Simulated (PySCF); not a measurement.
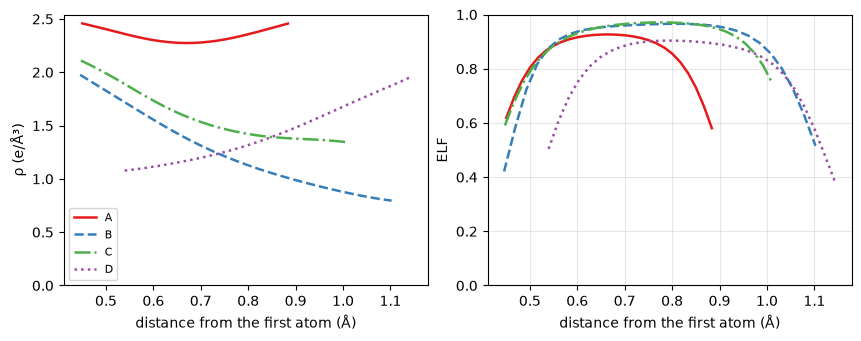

*C₆H₇BCl₂Si (SMILES C=C1[SiH2]C=CC=C1B(Cl)Cl). Total electron density and ELF along straight lines between neighbouring atoms. The curves leave out the atomic cores.*

Geometry: GFN2-xTB.

These are results of PBE0/pcSseg-1, SCF density, gas phase, non-relativistic (PySCF 2.14.0), not measurements.

```tsv
atom	x (Å)	y (Å)	z (Å)
C	0.1216	-2.0425	-0.8882
C	-0.0942	-0.9323	-0.1809
Si	-1.7748	-0.5431	0.5841
C	-1.8304	1.3168	0.3430
C	-0.7078	1.9991	0.0741
C	0.6072	1.4220	-0.0098
C	0.9431	0.1035	-0.0805
B	2.4461	-0.2856	0.0228
Cl	3.6958	0.8638	-0.3016
Cl	2.9460	-1.8376	0.5909
H	-0.6450	-2.7912	-0.9975
H	1.0511	-2.2391	-1.3992
H	-1.8445	-0.8961	2.0090
H	-2.8414	-1.2060	-0.1712
H	-2.7575	1.8636	0.4423
H	-0.7404	3.0768	-0.0443
H	1.4181	2.1400	-0.0028
```

**Which curve belongs to which contact (B–Cl, C–B, C–C and C–Si)? The first atom named is at distance zero.**

Curve A: C–C (1.33 Å): the density is about 2.3 e/Å³ at the midpoint; the ELF peaks at about 0.95 between the atoms (a multiple bond). Curve B: C–Si (1.88 Å): the density is about 0.94 e/Å³ at the midpoint; the ELF peaks at about 0.95 between the atoms; a shared electron pair. Curve C: C–B (1.56 Å): ρ is about 1.4 e/Å³ halfway; the ELF peaks at about 1 between the atoms: localised, covalent bonding. Curve D: B–Cl (1.73 Å): the density is about 1.4 e/Å³ at the midpoint; the ELF peaks at about 0.90 between the atoms; a polar covalent bond.
